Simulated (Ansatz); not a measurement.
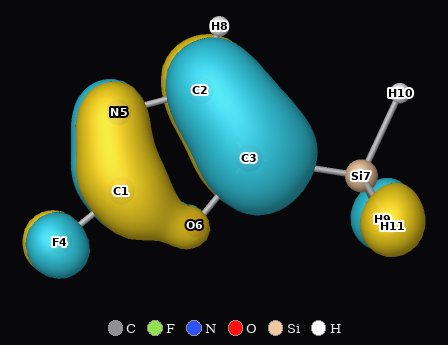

*C$_{3}$H$_{4}$FNOSi. The HOMO at ±0.1 Å⁻³ᐟ² (yellow and cyan are the two phases), seen across its widest extent.*

Geometry: B3LYP-D3(BJ)/def2-SVP.

Computed with Ansatz 0.2.0, isolated molecule in a Gaussian basis; Kohn-Sham density functional theory, functional PBE0.

```xyz
11

C    -3.2277    0.2816    1.4827
C    -1.3728    1.0384    2.0853
C    -1.1197    0.1941    1.0375
F    -4.4807   -0.0304    1.3132
N    -2.7329    1.0825    2.3577
O    -2.3670   -0.3006    0.6492
Si    0.4248   -0.3507    0.1382
H    -0.6564    1.6202    2.6631
H     0.3540    0.0208   -1.3024
H     1.5539    0.3592    0.7984
H     0.6069   -1.8247    0.2496
```

> What is the character of this orbital?

It lies mainly on C3 (about 30 %), C2 (about 20 %), C1 (about 15 %) and N5 (about 10 %). Its energy is −7.54 eV.
